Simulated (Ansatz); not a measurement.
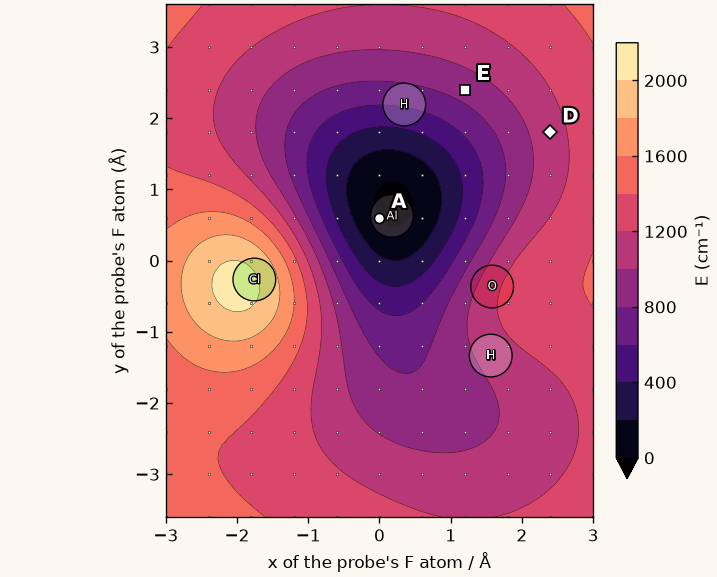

AlClH₂O (SMILES [OH][AlH][Cl]) with the probe HF. The probe is moved over a plane parallel to the molecule's main plane, 2.70 Å above it. The first coordinate is: x of the probe's F atom; the second: y of the probe's F atom. Nothing is relaxed (molecule and probe rigid, the probe upright with F nearest the plane). Grid: 11 × 13 points. Points are written as (first, second). Energies are in cm⁻¹, from the lowest grid point. Level of theory: RKS PBE-D4/def2-SVPD (Ansatz).

Drawn: filled contours, dots at the grid points, labelled circles for the molecule's atoms, projected on the plane, lettered points. Between grid points the surface is interpolated.

**Is A the lowest point of the computed grid?**

Yes. A, at (0.0 Å, 0.6 Å), has the lowest energy of the grid.

**What kind of point is each of A, D, E: minimum, saddle, maximum or slope?**

A: minimum; D: on a slope; E: on a slope. (In these two coordinates alone; a stationary point may lie a little off the grid point.)
